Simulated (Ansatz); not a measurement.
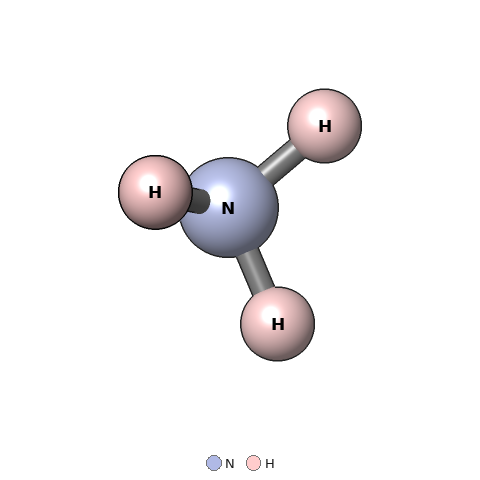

Every bond is drawn as one stick, whatever its order.

Identify the structure.

It has 4 atoms: 1 nitrogen and 3 hydrogen (NH3). This geometry has C3v symmetry. Coordination: 1 N trigonal pyramidal.

More results for the same structure follow; atom numbers are the same in all pictures, views and colours differ. The geometry was computed by an optimisation with PBE0-D4/def2-TZVP.

### Electronic properties

Level of theory: RKS PBE0-D4/def2-TZVP (Ansatz 0.2.0).

Computed properties:

- dipole moment: 1.69 D
- harmonic zero-point energy: 90.5 kJ/mol

### Thermal motion

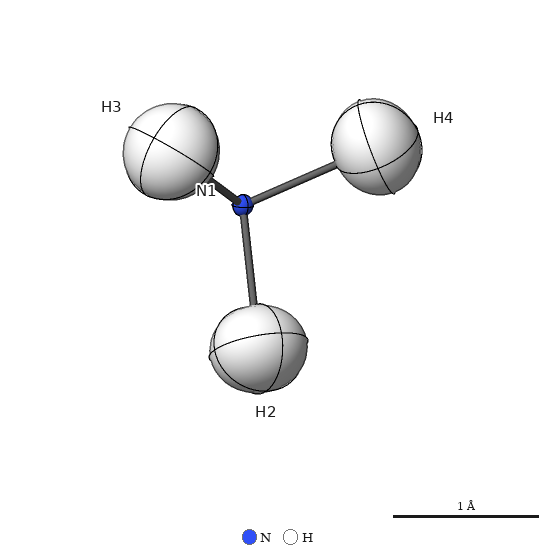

Displacement ellipsoids at the 50 % level, enlarged 3 times, from the internal vibrations of the free molecule (harmonic, no overall translation or rotation; no half-axis is drawn under 0.075 Å). Vibrations computed with RKS PBE0-D4/def2-TZVP (Ansatz 0.2.0). Temperature: 400 K.

Which atom moves most?

Answer. H2, H3, H4, with U_eq = 0.0052 Å².

List U_eq and the three principal root-mean-square amplitudes for each kind of atom.

```tsv
atom	U_eq (Å²)	rms amplitudes (Å)
N1	0.00011	0.008, 0.008, 0.014
H2, H3, H4	0.0052	0.066, 0.074, 0.075
```

### Charges

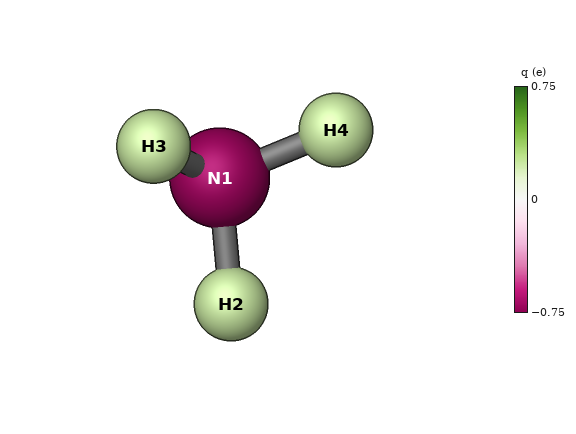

Atoms are coloured by their Mulliken charges. Level of theory: RKS PBE0-D4/def2-TZVP (Ansatz 0.2.0).

List the Mulliken charges.

| atom | value (e) |
| --- | --- |
| N1 | −0.70 |
| H2 | 0.23 |
| H3 | 0.23 |
| H4 | 0.23 |

Mulliken values depend strongly on the basis set and can even reverse the polarity of a bond.
